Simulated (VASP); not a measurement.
**YB6: structure and properties in VASP**

What structure does YB6 take at this level, and what are its properties? The steps: full relaxation (LDA), second relaxation, density, ELF and potential (LDA), band structure (LDA), density of states (LDA), zone-centre phonons (LDA), volume scan with LDA and fit for LDA. The start is a cell from a database of measured crystal structures.

Method: LDA; plane waves and PAW (Y_sv, B), in VASP 6.6.1.

The database entry behind the starting cell differs from later determinations by our own check (about 0.3 % long, ideal inner coordinate), so it need not match the best structure at ambient conditions.

## 1. Starting point

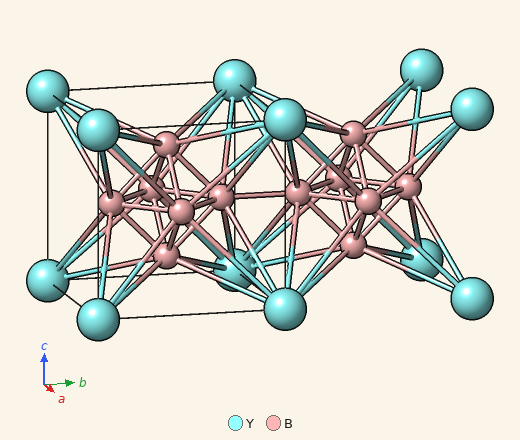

The cell as given, slightly off an axis (yttrium teal, boron pink). 1×2×1 cells are drawn. Some periodic images of atoms are drawn too.

Coordinates:

```cif
data_structure
_symmetry_space_group_name_H-M 'Pm-3m'
_symmetry_Int_Tables_number 221
_cell_length_a 4.1130
_cell_length_b 4.1130
_cell_length_c 4.1130
_cell_angle_alpha 90.000
_cell_angle_beta 90.000
_cell_angle_gamma 90.000
_cell_volume 69.58
loop_
_atom_site_label
_atom_site_type_symbol
_atom_site_symmetry_multiplicity
_atom_site_Wyckoff_symbol
_atom_site_fract_x
_atom_site_fract_y
_atom_site_fract_z
_atom_site_occupancy
Y1 Y 1 a 0.00000 0.00000 0.00000 1
B1 B 6 f 0.20700 0.50000 0.50000 1
```

## 2. Full relaxation (LDA)

Properties are meant for the cell that this level of theory prefers, so cell and atoms are relaxed first (ISIF = 3) until forces and stress are small; EDIFFG sets the threshold. LDA, the lowest rung, knows the local density alone.

Contents of INCAR:

```
SYSTEM = YB6
PREC = Accurate
ENCUT = 420
EDIFF = 1E-06
NELM = 100
ISMEAR = 0
SIGMA = 0.05
LREAL = .FALSE.
ALGO = Normal
GGA = CA
NBANDS = 21
LASPH = .TRUE.
LORBIT = 11
LWAVE = .FALSE.
LCHARG = .FALSE.
KPAR = 4
IBRION = 2
NSW = 60
ISIF = 3
EDIFFG = -0.01
```

Contents of POSCAR:

```
YB6
1.0
    4.1130000000      0.0000000000      0.0000000000
    0.0000000000      4.1130000000      0.0000000000
    0.0000000000      0.0000000000      4.1130000000
Y B
1 6
Direct
    0.0000000000      0.0000000000      0.0000000000
    0.2070000000      0.5000000000      0.5000000000
    0.5000000000      0.2070000000      0.5000000000
    0.7930000000      0.5000000000      0.5000000000
    0.5000000000      0.7930000000      0.5000000000
    0.5000000000      0.5000000000      0.2070000000
    0.5000000000      0.5000000000      0.7930000000
```

Contents of KPOINTS:

```
Automatic mesh
0
Gamma
6 6 6
0 0 0
```

Potentials, in the order of the species: Y_sv and B (LDA family, release 64).

Launch:

```console
$ mpirun -np 4 vasp_std
```

The log of the run:

```text
[banner, memory and clock lines left out]
running    4 mpi-ranks, on    1 nodes
 distrk:  each k-point on    1 cores,    4 groups
 distr:  one band on    1 cores,    1 groups

 POSCAR found type information on POSCAR Y B
 POSCAR found :  2 types and       7 ions
 LDA part: xc-table for (Slater(with rela. corr.)+CA(PZ))
 , standard interpolation
 POSCAR, INCAR and KPOINTS ok, starting setup
 FFT: planning ... GRIDC
 FFT: planning ... GRID_SOFT
 FFT: planning ... GRID
 WAVECAR not read
 entering main loop
       N       E                     dE             d eps       ncg     rms          rms(c)
DAV:   1     0.688736869709E+02    0.68874E+02   -0.12522E+04   840   0.109E+03
DAV:   2    -0.597222758179E+02   -0.12860E+03   -0.12472E+03  1105   0.238E+02
DAV:   3    -0.641985657159E+02   -0.44763E+01   -0.44152E+01  1280   0.380E+01
DAV:   4    -0.642745921931E+02   -0.76026E-01   -0.75698E-01  1116   0.435E+00
DAV:   5    -0.642766938639E+02   -0.21017E-02   -0.21012E-02  1254   0.604E-01    0.143E+01
DAV:   6    -0.552342236039E+02    0.90425E+01   -0.15162E+01  1095   0.218E+01    0.124E+01
DAV:   7    -0.543677925326E+02    0.86643E+00   -0.78976E+00  1158   0.126E+01    0.121E+01
DAV:   8    -0.546749065475E+02   -0.30711E+00   -0.30887E+00  1030   0.894E+00    0.235E+00
DAV:   9    -0.543326489369E+02    0.34226E+00   -0.13461E+00   997   0.558E+00    0.311E-01
DAV:  10    -0.543359243640E+02   -0.32754E-02   -0.66793E-02  1067   0.138E+00    0.906E-01
DAV:  11    -0.543354221377E+02    0.50223E-03   -0.32304E-03  1109   0.297E-01    0.327E-01
DAV:  12    -0.543350771685E+02    0.34497E-03   -0.12175E-03  1105   0.181E-01    0.109E-01
DAV:  13    -0.543350660888E+02    0.11080E-04   -0.15121E-04  1070   0.698E-02    0.664E-03
DAV:  14    -0.543350668930E+02   -0.80421E-06   -0.78071E-06  1085   0.151E-02
   1 F= -.54335067E+02 E0= -.54334355E+02  d E =-.543351E+02
 curvature:   0.00 expect dE= 0.000E+00 dE for cont linesearch  0.000E+00
 trial: gam= 0.00000 g(F)=  0.115E+01 g(S)=  0.149E+00 ort = 0.000E+00 (trialstep = 0.100E+01)
 search vector abs. value=  0.130E+01
 bond charge predicted
       N       E                     dE             d eps       ncg     rms          rms(c)
DAV:   1    -0.545848328816E+02   -0.24977E+00   -0.95824E+01   930   0.560E+01    0.630E+00
DAV:   2    -0.538755509232E+02    0.70928E+00   -0.32524E+00   966   0.115E+01    0.277E+00
DAV:   3    -0.536728163384E+02    0.20273E+00   -0.99118E-01  1061   0.560E+00    0.195E+00
DAV:   4    -0.536833201349E+02   -0.10504E-01   -0.91754E-02  1100   0.166E+00    0.147E+00
DAV:   5    -0.536884927321E+02   -0.51726E-02   -0.13283E-02  1369   0.391E-01    0.208E-01
DAV:   6    -0.536881629381E+02    0.32979E-03   -0.12583E-03  1059   0.194E-01    0.883E-02
DAV:   7    -0.536882733046E+02   -0.11037E-03   -0.14605E-04  1134   0.862E-02    0.345E-02
DAV:   8    -0.536882699943E+02    0.33103E-05   -0.37325E-05  1054   0.318E-02    0.907E-03
DAV:   9    -0.536882701654E+02   -0.17110E-06   -0.21168E-06   900   0.983E-03
   2 F= -.53688270E+02 E0= -.53687610E+02  d E =0.646797E+00
[...]
3 F= -.54575061E+02 E0= -.54574428E+02  d E =-.239994E+00
[...]
4 F= -.54601600E+02 E0= -.54600970E+02  d E =-.265395E-01
[...]
5 F= -.54612972E+02 E0= -.54612341E+02  d E =-.379110E-01
[...]
6 F= -.54612609E+02 E0= -.54611980E+02  d E =0.363052E-03
 trial-energy change:    0.000363  1 .order    0.000361   -0.000763    0.001485
 step:   0.2759(harm=  0.2759)  dis= 0.00075  next Energy=   -54.613101 (dE=-0.130E-03)
 bond charge predicted
       N       E                     dE             d eps       ncg     rms          rms(c)
DAV:   1    -0.546132861079E+02   -0.67736E-03   -0.22135E-02   880   0.827E-01    0.869E-02
DAV:   2    -0.546131360879E+02    0.15002E-03   -0.68490E-04   976   0.161E-01    0.370E-02
DAV:   3    -0.546130990392E+02    0.37049E-04   -0.17465E-04   952   0.722E-02    0.196E-02
DAV:   4    -0.546131002484E+02   -0.12092E-05   -0.14080E-05  1095   0.213E-02    0.151E-02
DAV:   5    -0.546131008810E+02   -0.63258E-06   -0.17377E-06   892   0.480E-03
   7 F= -.54613101E+02 E0= -.54612472E+02  d E =-.129209E-03
 curvature:  -0.14 expect dE=-0.386E-07 dE for cont linesearch -0.170E-07
 trial: gam=-0.00782 g(F)=  0.539E-07 g(S)=  0.213E-06 ort = 0.107E-04 (trialstep = 0.705E+00)
 search vector abs. value=  0.159E-06
 reached required accuracy - stopping structural energy minimisation
```

The job ended after 23 s (4 MPI ranks of Intel Xeon 6975P-C (Granite Rapids), shared host; peak memory 0.61 GiB; 84 s of CPU time).

The logs omit lines about the potential files and the build; timing stands in the text.

Parts of OUTCAR (step 2):

```text
ion  position               nearest neighbor table
   1  0.000  0.000  0.000-   2 3.03   3 3.03   4 3.03   5 3.03   6 3.03   7 3.03   2 3.03   3 3.03
                             4 3.03   5 3.03   2 3.03   4 3.03   6 3.03   7 3.03   2 3.03   4 3.03
   2  0.207  0.500  0.500-   4 1.70   3 1.70   5 1.70   6 1.70   7 1.70   1 3.03   1 3.03   1 3.03
                             1 3.03
   3  0.500  0.207  0.500-   5 1.70   4 1.70   2 1.70   6 1.70   7 1.70   1 3.03   1 3.03   1 3.03
                             1 3.03
   4  0.793  0.500  0.500-   2 1.70   3 1.70   5 1.70   6 1.70   7 1.70   1 3.03   1 3.03   1 3.03
                             1 3.03
   5  0.500  0.793  0.500-   3 1.70   2 1.70   4 1.70   6 1.70   7 1.70   1 3.03   1 3.03   1 3.03
                             1 3.03
   6  0.500  0.500  0.207-   7 1.70   3 1.70   4 1.70   5 1.70   2 1.70   1 3.03   1 3.03   1 3.03
                             1 3.03
   7  0.500  0.500  0.793-   6 1.70   3 1.70   4 1.70   5 1.70   2 1.70   1 3.03   1 3.03   1 3.03
                             1 3.03

  LATTYP: Found a simple cubic cell.
 ALAT       =     4.1130000000

 Subroutine GETGRP returns: Found 48 space group operations
 (whereof 48 operations were pure point group operations)

The static configuration has the point symmetry O_h .

 Found     20 irreducible k-points:

   k-points           NKPTS =     20   k-points in BZ     NKDIM =     20   number of bands    NBANDS=     21

   dimension x,y,z NGX =    28 NGY =   28 NGZ =   28
   dimension x,y,z NGXF=    56 NGYF=   56 NGZF=   56

   ENCUT  =  420.0 eV  30.87 Ry    5.56 a.u.   6.87  6.87  6.87*2*pi/ulx,y,z

   NELECT =      29.0000    total number of electrons

 k-points in reciprocal lattice and weights: Automatic mesh
   0.00000000  0.00000000  0.00000000       0.005
   0.16666667  0.00000000  0.00000000       0.028
   0.33333333  0.00000000  0.00000000       0.028
   0.50000000  0.00000000  0.00000000       0.014
   0.16666667  0.16666667  0.00000000       0.056
   0.33333333  0.16666667  0.00000000       0.111
   0.50000000  0.16666667  0.00000000       0.056
   0.33333333  0.33333333  0.00000000       0.056
   0.50000000  0.33333333  0.00000000       0.056
[...]
0.50000000  0.50000000  0.33333333       0.028
   0.50000000  0.50000000  0.50000000       0.005

 average (electrostatic) potential at core
       1 -35.1887       2 -31.0070       3 -31.0070       4 -31.0070       5 -31.0070
       6 -31.0070       7 -31.0070

 E-fermi :   6.8346

 k-point     1 :       0.0000    0.0000    0.0000
  band No.  band energies     occupation
    ...
     10      -0.2440      2.00000
     11      -0.2440      2.00000
     12       4.7621      2.00000
     13       4.7621      2.00000
     14       4.7621      2.00000
     15       7.8492      0.00000
     16       7.8492      0.00000
     17       7.9268      0.00000
     18       7.9268      0.00000
     19       7.9268      0.00000
    ...

 k-point     2 :       0.1667    0.0000    0.0000
  band No.  band energies     occupation
    ...
     11       0.9760      2.00000
     12       4.0818      2.00000
     13       4.0818      2.00000
     14       4.8979      2.00000
     15       6.0417      2.00000
     16       8.1076      0.00000
     17       8.6906      0.00000
     18       8.6906      0.00000
     19       9.5216      0.00000
     20       9.6654      0.00000
    ...

 k-point     3 :       0.3333    0.0000    0.0000
  band No.  band energies     occupation
    ...
     11       2.6165      2.00000
     12       3.1870      2.00000
     13       3.1870      2.00000
     14       4.6510      2.00000
     15       5.2283      2.00000
     16       8.3255      0.00000
     17       8.3255      0.00000
     18       8.7323      0.00000
     19       8.7425      0.00000
     20      10.0255      0.00000
    ...

  Total        0.0032066      0.0032066      0.0032066      0.0000000     -0.0000000      0.0000000
  in kB        0.0777383      0.0777383      0.0777383      0.0000000     -0.0000000      0.0000000
  external PRESSURE =       0.0777383 kB  Pullay stress =       0.0000000 kB

  energy-cutoff  :      420.00
  volume of cell :       66.09
      direct lattice vectors                 reciprocal lattice vectors
     4.043031323  0.000000000 -0.000000000     0.247339167  0.000000000  0.000000000
    -0.000000000  4.043031323  0.000000000    -0.000000000  0.247339167 -0.000000000
    -0.000000000  0.000000000  4.043031323     0.000000000 -0.000000000  0.247339167

 POSITION                                       TOTAL-FORCE (eV/Angst)
 -----------------------------------------------------------------------------------
      0.00000      0.00000      0.00000         0.000000     -0.000000      0.000000
      0.80468      2.02152      2.02152         0.000432      0.000000     -0.000000
      2.02152      0.80468      2.02152         0.000000      0.000432      0.000000
      3.23835      2.02152      2.02152        -0.000432     -0.000000      0.000000
      2.02152      3.23835      2.02152         0.000000     -0.000432     -0.000000
      2.02152      2.02152      0.80468         0.000000      0.000000      0.000432
      2.02152      2.02152      3.23835         0.000000     -0.000000     -0.000432
 -----------------------------------------------------------------------------------
    total drift:                                0.000000     -0.000000      0.000000

  FREE ENERGIE OF THE ION-ELECTRON SYSTEM (eV)
  ---------------------------------------------------
  free  energy   TOTEN  =       -54.6131008810 eV

  energy  without entropy=      -54.6118422158  energy(sigma->0) =      -54.61247155

 reached required accuracy - stopping structural energy minimisation

 total charge
# of ion       s       p       d       f       tot
--------------------------------------------------
    1        2.107   6.205   0.943   0.061   9.316
    2        0.707   1.448   0.000   0.000   2.155
    3        0.707   1.448   0.000   0.000   2.155
    4        0.707   1.448   0.000   0.000   2.155
    5        0.707   1.448   0.000   0.000   2.155
    6        0.707   1.448   0.000   0.000   2.155
    7        0.707   1.448   0.000   0.000   2.155
--------------------------------------------------
tot          6.349  14.894   0.943   0.061  22.247

[... 3 further parts left out ...]
```

This run has no spin polarisation. Its electron count is odd, so without a moment it is a metal by construction. The run keeps the 48 symmetry operations of its start, so it cannot find a distortion of lower symmetry.

Step by step:

```tsv
step	energy less that of the first step (eV)	largest force (eV/Å)	pressure (GPa)	volume (Å³)
1	0.0000	1.9912	-6.19	69.58
2	0.6468	5.1539	1.61	65.78
3	-0.2400	0.2246	-5.58	68.16
4	-0.2665	0.0410	3.32	64.96
5	-0.2779	0.0569	0.02	66.07
6	-0.2775	0.1109	-0.03	66.13
7	-0.2780	0.0004	0.01	66.09
```

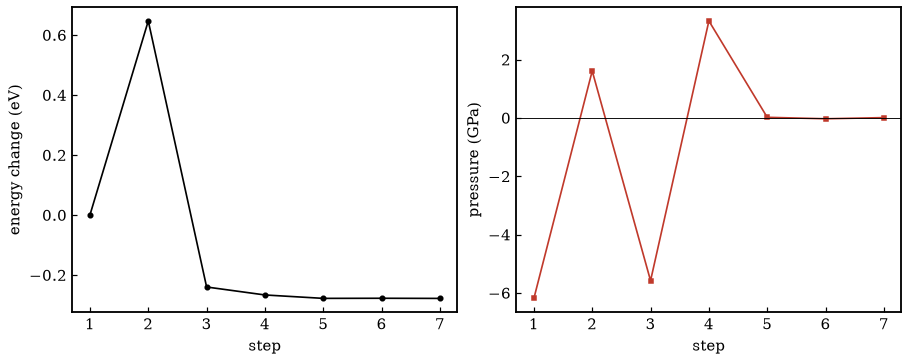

Energy and pressure along the relaxation.

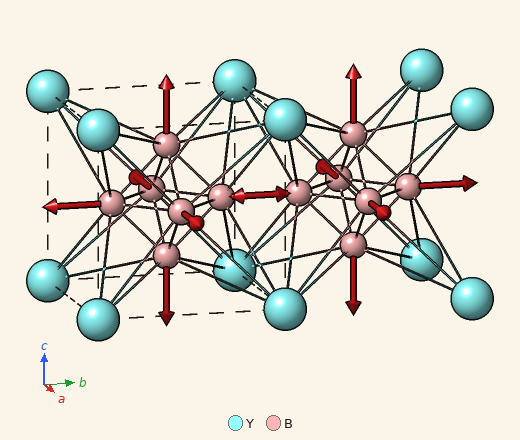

Displacements in the relaxation, exaggerated, measured against the changing cell; the longest in the cell stands for 0.03 Å. 1×2×1 cells are drawn. Some periodic images of atoms are drawn too.

```tsv
conventional cell, symmetrised	before	after	change
a (Å)	4.113	4.043	-1.7 %
b (Å)	4.113	4.043	-1.7 %
c (Å)	4.113	4.043	-1.7 %
volume (Å³/atom)	9.94	9.44	-5.0 %
```

The atoms that moved most (Å, as changes of fractional coordinates times the final cell):

```tsv
atom	dx	dy	dz	length
B2	-0.032	0.000	0.000	0.032
B3	0.000	-0.032	0.000	0.032
B6	0.000	0.000	-0.032	0.032
B4	0.032	0.000	0.000	0.032
B7	0.000	0.000	0.032	0.032
B5	0.000	0.032	0.000	0.032
```

Final coordinates:

```xyz
7
Lattice="4.0430 0.0000 0.0000 0.0000 4.0430 0.0000 0.0000 0.0000 4.0430" Properties=species:S:1:pos:R:3 pbc="T T T"
Y     0.0000    0.0000    0.0000
B     0.8047    2.0215    2.0215
B     2.0215    0.8047    2.0215
B     3.2384    2.0215    2.0215
B     2.0215    3.2384    2.0215
B     2.0215    2.0215    0.8047
B     2.0215    2.0215    3.2384
```

Numbers from this step:

- electrons: 29
- bands: 21
- irreducible k-points: 20
- symmetry operations: 48
- free energy (TOTEN): -54.6131 eV
- energy at zero smearing: -54.6125 eV
- Fermi energy: 6.835 eV
- pressure: 0.007774 GPa
- metallic: yes
- SCF cycles over all ionic steps: 61

It ends with forces under 0.001 eV/Å and a pressure of 0.01 GPa. The volume lies -5.0 % from that of the database's start, which holds the thermal and zero-point expansion of its experiment. LDA is known to overbind.

(Part 1 of 6 ends here.)

[Lines on the potential files, build, host, timing and source positions are cut from VASP's logs without a mark.]

[Logs are printed without paths, hosts, clocks, repeated set-up lines and the standing remarks that a program may print on its own settings, such as how far it seeks lower states.]

[Hosts, paths, dates, database ids (printed as entryN), source tags and the programs' standing remarks are cut or masked in the printed files.]

[A measured line is paired with the nearest computed mode of its activity, which favours agreement.]
